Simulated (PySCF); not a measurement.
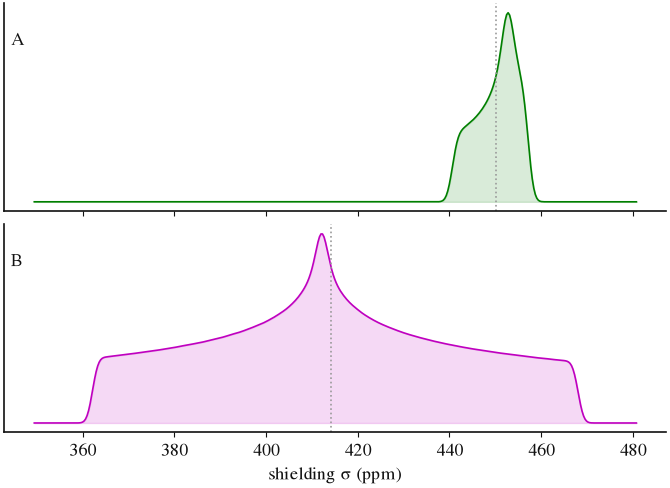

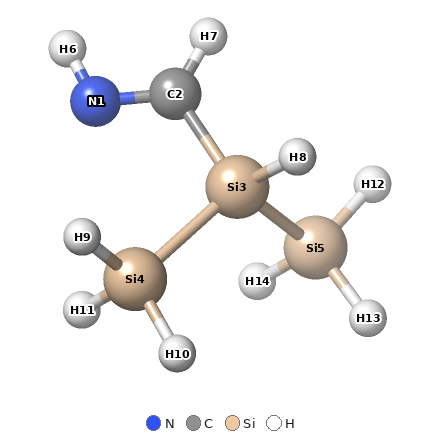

Static powder patterns (²⁹Si) from GIAO shielding tensors of CH₉NSi₃, PBE0/6-311+G(2d,p) in PySCF, at a PBE0-D3(BJ)/def2-SVP geometry (no frequency check); absolute shielding, one fixed geometry of the isolated molecule without any motion, no dipolar terms. The dotted line is the isotropic value; skew is 3(σiso − σ22)/span.

### The panels belong to Si3 and Si5. Which is which?

panel A: Si5, σ11, σ22, σ33 = 441, 453, 457 ppm, isotropic 450, span 17 ppm, skew −0.46; panel B: Si3, σ11, σ22, σ33 = 362, 412, 468 ppm, isotropic 414, span 106 ppm, skew 0.06.

Note: one conformer of a flexible molecule.
